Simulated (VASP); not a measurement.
Band structure of YN (rock salt). Method: modified Becke-Johnson potential (mBJ), VASP's PBE PAW potentials (set 64) (plane waves; VASP).

mBJ is a potential without an energy functional, so only the levels count.

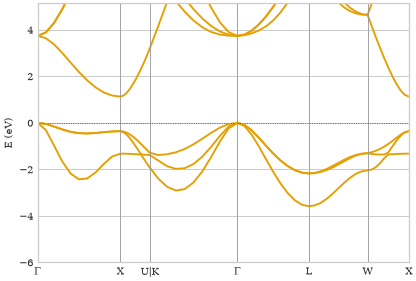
Bands along high-symmetry lines, zero at the valence-band maximum or, without a gap, the Fermi level

### Question
Read the plot: is there a gap, and where are the band edges?

### Answer
The gap is indirect, 1.13 eV, from the valence maximum at Γ to the conduction minimum at X.

The compound is YN in the rock salt structure. It was relaxed first. The cell's shape comes from a PBE relaxation.
